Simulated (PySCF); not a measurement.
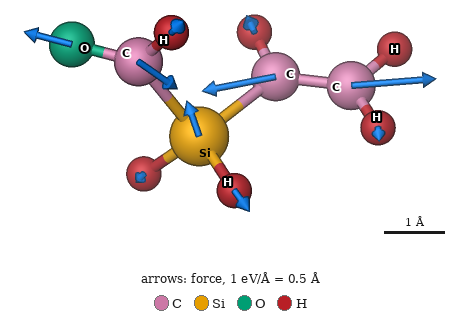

Starting geometry of C$_{3}$H$_{6}$OSi with the computed forces as blue arrows. A ball-and-stick model, seen at a tilt.

The start comes from GFN2-xTB. Its atoms were then displaced at random by about 0.01 Å.

Theory: PBE0-D3(BJ)/def2-SVP geometry optimisation, gas phase (PySCF). 

### What follows when this structure is relaxed?

It isn't relaxed: the largest force vector, on a C atom, is 2.92 eV/Å. The final displacements follow the starting forces only in part (cosine between the two patterns 0.31). After 6 geometry steps the energy has fallen by 0.168 eV. An H atom moves most after the best rigid fit: 0.11 Å. By element the largest moves are H 0.11 Å, C 0.04 Å, Si 0.04 Å, O 0.03 Å. Among the contacts that change: H–Si 1.446 → 1.497 Å, C–C 1.296 → 1.339 Å, C–H 1.098 → 1.130 Å, C–Si 1.965 → 1.936 Å. Among the angles between lasting bonds that change: C–Si–H 104.9° → 108.3°, C–Si–H 111.8° → 108.6°, H–C–H 113.0° → 116.1°. Cost: 23 s on 1 thread of Arm Neoverse V2, with other jobs on the host.
